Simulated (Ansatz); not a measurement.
# Calculations on AlH3SeO2 and related structures

**1. Relaxation**

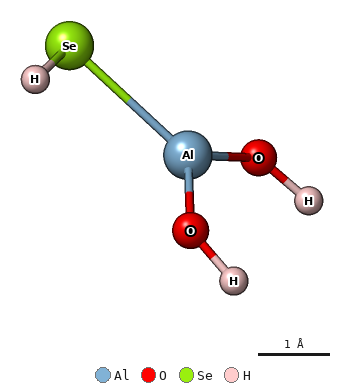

Starting structure of AlH3SeO2. Style: ball-and-stick. Shown from a free direction.

It is one of the separated products of a reaction.

These are results of RKS PBE0-D4/def2-TZVP in Ansatz, not measurements.

Input
```yaml
crystal:
  periodic: [false, false, false]
  atoms:
    - {symbol: Al, position_ang: [-0.156478, 0.504885, 0.184725]}
    - {symbol: O, position_ang: [-0.137133, 1.382134, -1.259586]}
    - {symbol: O, position_ang: [-1.333593, -0.614886, 0.657300]}
    - {symbol: Se, position_ang: [1.489733, 1.038364, 1.703576]}
    - {symbol: H, position_ang: [-0.771528, 1.312355, -1.969105]}
    - {symbol: H, position_ang: [-2.091438, -0.874028, 0.137595]}
    - {symbol: H, position_ang: [0.930389, 0.065156, 2.652108]}
basis:
  gaussian: {orbitals: def2-TZVP}
hamiltonian: {xc: pbe0, dispersion: d4}
relax: {f_tol: 0.005, max_steps: 200}
```

Command:
```bash
ansatz run in.yaml --threads 4 --pin off --events-out ev --progress --plain --max-ram 9574MiB
```

Q: Predict the outcome.

A: The atom that moves furthest after the best rigid fit is Al1 (0.051 Å). By element the largest moves are Al 0.051 Å, H 0.021 Å, Se 0.017 Å, O 0.011 Å. Over 7 geometry steps the energy falls by 0.13 kcal/mol. Largest force component: 0.15 eV/Å at the start, 0.0044 eV/Å at the end.

Final geometry:

```xyz
7

Al   -0.1819    0.5426    0.2070
O    -0.1418    1.3816   -1.2568
O    -1.3372   -0.6050    0.6580
Se    1.5001    1.0265    1.6985
H    -0.7640    1.2942   -1.9752
H    -2.0794   -0.8846    0.1263
H     0.9341    0.0587    2.6488
```

After the run, drawn alike:

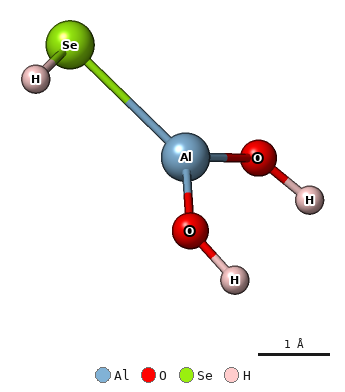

**2. Relaxation**

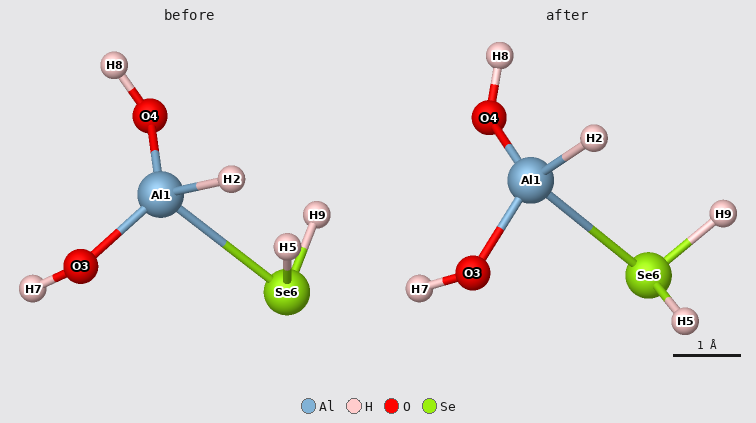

The structure of AlH5SeO2 (started from a transition state, displaced along its imaginary mode) before (left) and after (right) a relaxation, at one scale.

Style: ball-and-stick. Shown from a free direction.

The calculation used RKS PBE0-D4/def2-TZVP (Ansatz).

Input
```yaml
crystal:
  periodic: [false, false, false]
  atoms:
    - {symbol: Al, position_ang: [-0.239651, -0.130059, -0.491879]}
    - {symbol: H, position_ang: [0.769196, -1.275023, -0.859530]}
    - {symbol: O, position_ang: [-0.250722, 1.091951, -1.684910]}
    - {symbol: O, position_ang: [-1.513529, -0.486498, 0.614194]}
    - {symbol: H, position_ang: [1.639434, -0.464164, 0.336102]}
    - {symbol: Se, position_ang: [1.653212, 0.537883, 1.226796]}
    - {symbol: H, position_ang: [-0.739614, 1.908021, -1.666941]}
    - {symbol: H, position_ang: [-2.308115, -0.895704, 0.276544]}
    - {symbol: H, position_ang: [0.989890, -0.286206, 2.249525]}
basis:
  gaussian: {orbitals: def2-TZVP}
hamiltonian: {xc: pbe0, dispersion: d4}
relax: {f_tol: 0.005, max_steps: 200}
```

Launched with:
```bash
ansatz run in.yaml --threads 4 --pin off --events-out ev --progress --plain --max-ram 9574MiB
```

Describe what moved and what it gained.

Answer. The atom that moves furthest after the best rigid fit is H5 (1.20 Å). By element the largest moves are H 1.20 Å, O 0.59 Å, Se 0.46 Å, Al 0.26 Å. Some distances before and after: H5–Se6 1.341 → 1.468 Å, Al1–Se6 2.643 → 2.719 Å, Al1–H2 1.570 → 1.584 Å, Al1–O4 1.724 → 1.713 Å. Bond angles that change, for instance: Al1–Se6–H5 51.1° → 94.1°, H2–Al1–Se6 82.9° → 100.6°, O3–Al1–Se6 106.1° → 92.2°. Groups turn about Al1–O4 by about 75°, Al1–Se6 by about 50°, Al1–O3 by about 20°. After 28 accepted moves (31 points after the start) the energy has fallen by 72.8 kJ/mol. The largest force component goes from 3.6 to 0.004 eV/Å. The line search rejected the trial steps at points 15, 18, 22 of the run. The run took 77 s on 4 threads of Arm Neoverse V2, with other jobs on the host.

**3. Reaction**

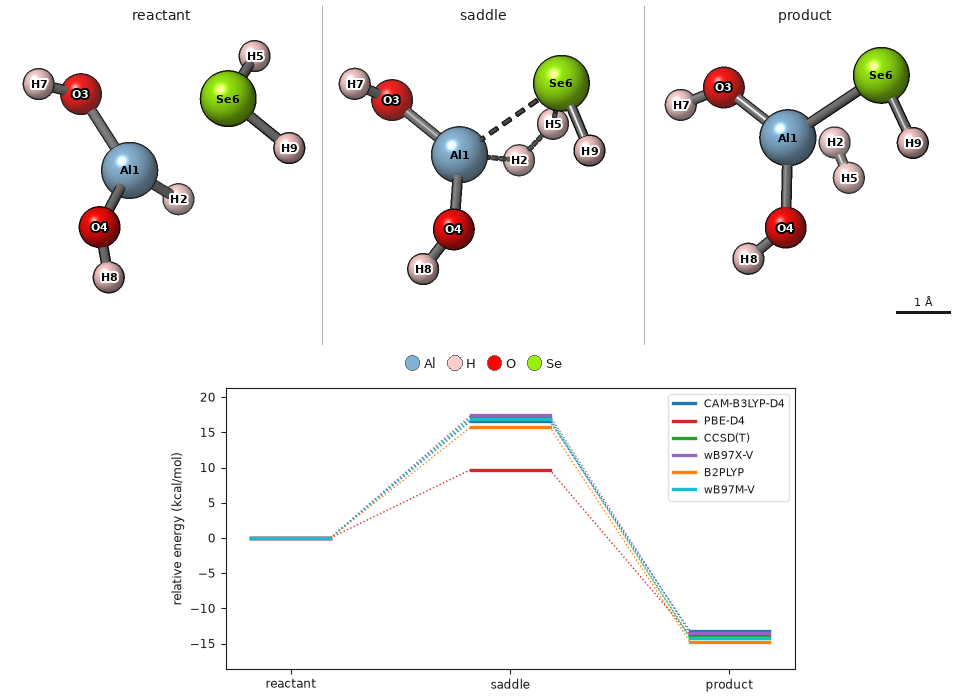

A reaction step of AlH$_{5}$SeO$_{2}$, with its energy diagram. Style: ball-and-stick. Shown at a tilt. Dashed sticks mark bonds that form or break.

Stationary points at PBE0-D4/def2-TZVP, single-point energies with CAM-B3LYP-D4, PBE-D4, CCSD(T), wB97X-V, B2PLYP, wB97M-V (def2-TZVPP where no basis is named; Ansatz 0.2.0). The energies are electronic, without zero-point or thermal terms, and both ends are the minima reached downhill from the saddle, with any fragments still in contact.

### Describe the step and its energetics.

Counted by bonded pieces, the reactant holds AlH₃O₂ + H₂Se and the product holds AlH₃SeO₂ + H₂. From the reactant over the saddle to the product, bonds form: Al1–Se6 (2.72 → 2.55 → 2.30 Å), H2–H5 (3.39 → 1.23 → 0.75 Å). Bonds break: Al1–H2 (1.58 → 1.68 → 2.60 Å), H5–Se6 (1.47 → 1.68 → 3.74 Å). The saddle has one imaginary mode, 845i cm⁻¹. With CAM-B3LYP-D4 the barrier is 16.6 kcal/mol from the reactant and 29.8 kcal/mol from the product, and the product lies 13.2 kcal/mol below the reactant.

| level | barrier from the reactant (kcal/mol) | barrier from the product (kcal/mol) | the product less the reactant (kcal/mol) |
| --- | --- | --- | --- |
| CAM-B3LYP-D4 | 16.6 | 29.8 | −13.2 |
| PBE-D4 | 9.7 | 23.4 | −13.7 |
| CCSD(T) | 17.1 | 31.2 | −14.1 |
| wB97X-V | 17.4 | 30.9 | −13.5 |
| B2PLYP | 15.8 | 30.5 | −14.8 |
| wB97M-V | 16.8 | 31.1 | −14.3 |
